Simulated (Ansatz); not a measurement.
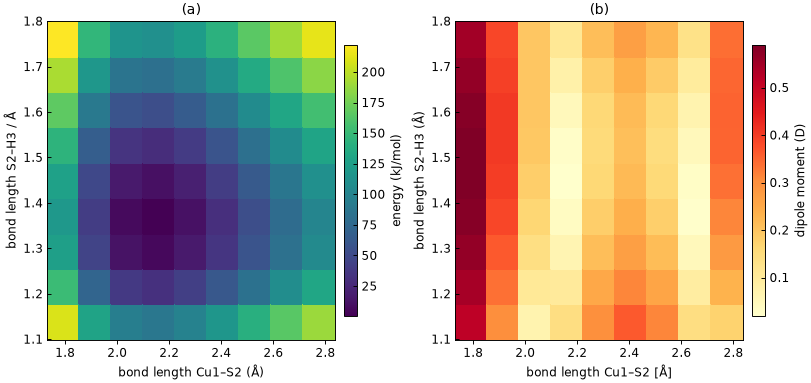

Cu(SH)2, spin multiplicity 2. Coordinates scanned: (1) bond length Cu1–S2; (2) bond length S2–H3. Nothing is relaxed (all other coordinates rigid). The grid has 9 × 9 points. Energies: kJ/mol, counted from the relaxed molecule at the same level. These are results of Ansatz, UKS PBE0-D4/def2-SVP, not measurements.

Panel (a) is the energy and panel (b) the computed dipole moment on the same grid.

Drawn: one coloured cell a grid point.

**How does the dipole moment vary over the map, and what is it at the lowest grid point?**

Leaving out the highest fifth of the energies, it runs from 0.02 D at bond length Cu1–S2 = 2.161 Å, bond length S2–H3 = 1.449 Å to 0.59 D at bond length Cu1–S2 = 1.793 Å, bond length S2–H3 = 1.449 Å. At the lowest grid point, bond length Cu1–S2 = 2.161 Å, bond length S2–H3 = 1.371 Å, it is 0.04 D.
